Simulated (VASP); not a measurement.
Energy against volume of Ta (bcc). These are optB88-vdW, VASP's PBE PAW potentials (set 64) (plane waves; VASP) values and carry that method's errors.

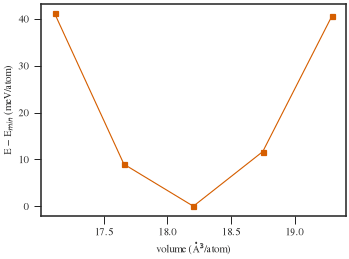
Fig. 1. Energy against volume

Question: Estimate the equilibrium volume and the bulk modulus.

Answer: The minimum lies near 18.2 Å³/atom, and the curvature gives B0 of about 200 GPa.

Measured: bulk modulus 198 GPa at 0 K (computed value off by +1.2 %), as given by H. Levämäki et al., Physical Review B (2014), arXiv:1402.3671 [corrected for temperature and zero-point phonon effects]; a 3.299 Å at 0 K (computed value off by +0.4 %), as given by Daniel Mejia-Rodriguez et al., Physical Review B (2018), arXiv:1807.09216 [static lattice: zero-point anharmonic expansion removed].

The compound is Ta in the bcc structure. It was relaxed first.
